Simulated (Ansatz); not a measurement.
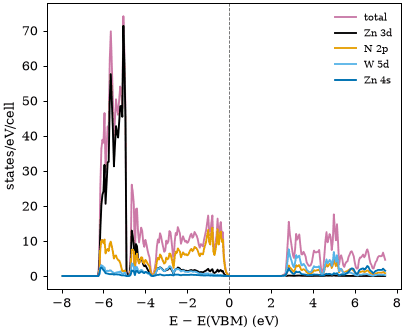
Figure: Total and projected density of states of Zn$_{3}$WN$_{4}$ in space group Pmn2_1 (No. 31; Pearson symbol oP16), PBE (plane waves, PAW; program Ansatz)

**Question.** Which orbitals carry the states next to the gap?

**Answer.** Top 1 eV of the valence band: N 2p 80 %, Zn 3d 11 %. Bottom 1 eV of the conduction band: W 5d 49 %, N 2p 23 %, Zn 4s 12 %, N 2s 6 %, outside the projected shells 8 %. Projections are on Löwdin-orthogonalised atomic valence shells; empty p or d shells of many metals are not among them.

**Question.** Where is the tallest occupied peak in this window, and what makes it?

**Answer.** Near -5.0 eV, about 74 states/eV per cell; the largest projected share is Zn 3d.

The workflow started from a Materials Project entry (that database holds measured and hypothetical structures alike); the Crystallography Open Database copy checked does not list it. With Zn and W taken as one species the cell has the higher symmetry P6_3mc, so it may be an ordered model of a mixed-site phase. Its standing as an ambient phase is unchecked. The cell was relaxed with PBE under the symmetry of its start; whether a distortion lowers the energy is not shown. The run is not spin-polarised. Spin–orbit coupling is left out wherever it is not named.

Potentials: the later of the program's two PAW sets.
